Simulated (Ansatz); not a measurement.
Cl2Zn···H2

Input file:

```
crystal:
  periodic: [false, false, false]
  atoms:
    - { symbol: Zn, position_ang: [0.313008, 0.0, 0.11153] }
    - { symbol: Cl, position_ang: [0.498526, 0.0, 2.303293] }
    - { symbol: Cl, position_ang: [0.152068, 0.0, -1.979638] }
    - { symbol: H, position_ang: [-2.374564, 0.0, 0.774314] }
    - { symbol: H, position_ang: [-1.873938, 0.0, 1.2939] }
basis:
  gaussian: { orbitals: def2-SVP }
hamiltonian:
  xc: pbe0
relax:
  f_tol: 0.03
  max_steps: 50
output:
  orbitals: {}
```

Launched as:

```sh
ansatz run input.yaml --threads 1 --pin off --max-ram 2048MiB --backend cpu --events-out ev --progress --plain --runs-dir out
```

The fields are those of the run's last geometry, not of the input's.

Method: RKS PBE0/def2-SVP in Ansatz.

What will maps of the electron density and electron localisation function show?

Answer. Zn1···H5 (2.52 Å): the density falls to about 0.09 e/Å³ on the way; the ELF dips to about 0.05 between them.
Zn–Cl (2.10 Å): the density is about 0.67 e/Å³ at the midpoint; the ELF peaks at about 0.80 in the valence shell of Cl, 0.9 Å from its nucleus, and is about 0.40 at the midpoint.
H–H (0.76 Å): the density is about 1.7 e/Å³ at the midpoint; the ELF peaks at about 1 between the atoms.

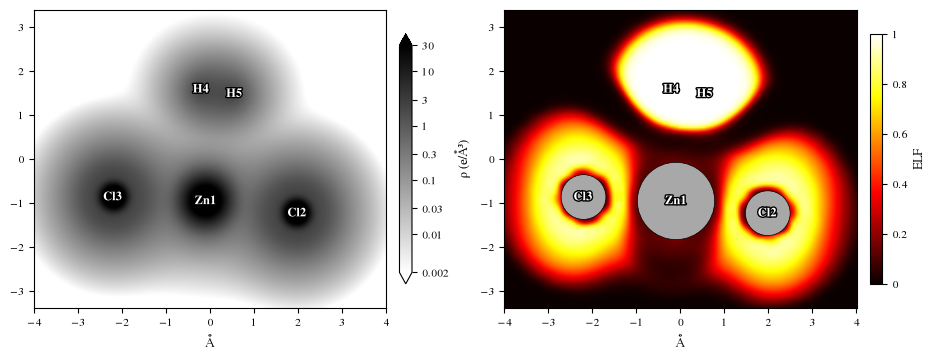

Computed electron density and electron localisation function on the molecular plane, in this order. Grey discs cover the atomic cores in the ELF map. 
